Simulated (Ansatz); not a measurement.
# Pressure series in As

Base system: As in the A7 type structure (space group R-3m, No. 166; a = 3.746 Å, c = 9.754 Å (hexagonal axes); layered).

Cell and atoms are relaxed at each pressure.

Method: DFT with PBEsol-D3(BJ), PAW potentials and a 420 eV plane-wave cutoff in Ansatz (a program for electronic structure), no SOC, earlier PAW set.

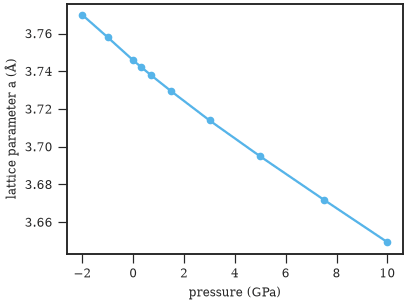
Fig. 1. Lattice parameter a against pressure

From the plot, what is the lattice parameter a for pressure 5 GPa?

About 3.69 Å.

Is the trend monotonic over the range shown?

Yes, it falls throughout, spanning 3.649 Å to 3.770 Å.

Load acts through the strain it causes; cell and atoms are relaxed under it. Stability against distortions was not tested. No other phases were tried under pressure.
